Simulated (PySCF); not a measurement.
# C6H4BrN3: the cost of one run

Programs: PySCF 2.14.0, with routines of our own; each step states its level. All values are computed. Atoms count from 0.

## (1) The starting structure

14 atoms, charge 0, multiplicity 1; geometry from: GFN2-xTB.

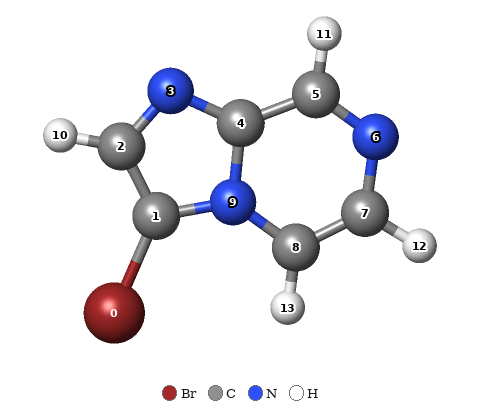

The starting geometry (bromine red, carbon grey, nitrogen blue, hydrogen white).

## (2) Relaxing the molecule at PBE0-D3(BJ)/def2-SVP

What the job is given:

```
{"job": {"xc": "PBE0", "basis": "def2-SVP", "d3": "d3bj", "grid": 1, "maxiter": 30, "shake": 0.01, "kind": "geom"}, "charge": 0, "multiplicity": 1}
Br     2.354190     2.304590    -0.386470
C      1.608350     0.611830    -0.160400
C      2.202090    -0.623110    -0.059360
N      1.340840    -1.580410     0.103440
C      0.126700    -0.985970     0.091290
C     -1.183920    -1.465260     0.224980
N     -2.211410    -0.690590     0.196190
C     -2.017200     0.642430     0.031610
C     -0.808100     1.221190    -0.076320
N      0.275720     0.399360    -0.052290
H      3.261850    -0.842300    -0.073010
H     -1.338650    -2.528560     0.361480
H     -2.959270     1.244700     0.008950
H     -0.658350     2.277020    -0.217860
```

Launch:

```console
> OMP_NUM_THREADS=1 python heavy_run.py task.json out
```

One launch serves the whole session: the jobs run in the order shown.

**Question.** How long does this first job take on 1 thread of Arm Neoverse V1, shared host, and how much memory does it need?

About 2.3 min, with a peak of 0.79 GiB.
